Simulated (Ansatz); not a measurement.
**Redistribution: C2H9FSi2 + SiH(NH2)(SiH3)2 → C2H11NSi2 + SiH(SiH3)2F**

Species: C2H9FSi2 `CC[SiH](F)[SiH3]`, singlet; SiH(NH2)(SiH3)2, singlet; C2H11NSi2 `CC[SiH](N)[SiH3]`, singlet; SiH(SiH3)2F, singlet. The partners trade F for NH2; both sit on Si, so the bond types are kept.

Shapes, held fixed at every level: PBE0-D4/def2-TZVP. Flexible molecules stand in one conformer, not always the lowest. Programs: Ansatz 0.2.0. The zero-point and thermal change to 298 K, harmonic and unscaled (PBE0-D4/def2-TZVP), is -0.1 kJ/mol.

```tsv
level	kind	ΔH(298 K) (kJ/mol)	less CCSD(T)/CBS estimate
PBE-D4/def2-TZVPP	GGA	+8.7	0.0
B3LYP-D4/def2-TZVPP	global hybrid	+8.6	-0.1
wB97M-V/def2-TZVPP	range-separated hybrid	+9.2	+0.5
wB97X-V/def2-TZVPP	range-separated hybrid	+9.1	+0.4
MP2/def2-SVP	perturbation theory	+12.3	+3.6
MP2/def2-TZVPP	perturbation theory	+9.6	+0.9
CCSD(T)/def2-TZVPP	coupled cluster or CI	+9.0	+0.3
CCSD(T)/CBS estimate	coupled cluster or CI	+8.7	0.0
```

The highest level, CCSD(T)/CBS estimate, gives ΔH(298 K) = +8.7 kJ/mol; the levels span +8.6 to +12.3. The column of differences is taken from that level and isn't an error. No measured value is set beside it here. The CBS estimate extrapolates MP2 from def2-TZVPP and def2-QZVPP and adds CCSD(T) − MP2 in the triple-zeta set, cores frozen.

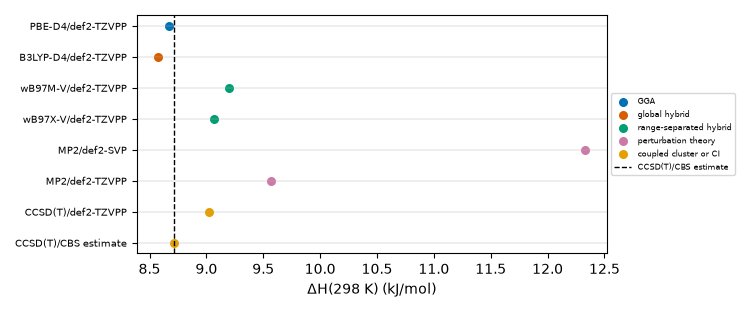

The values of the table, level by level.
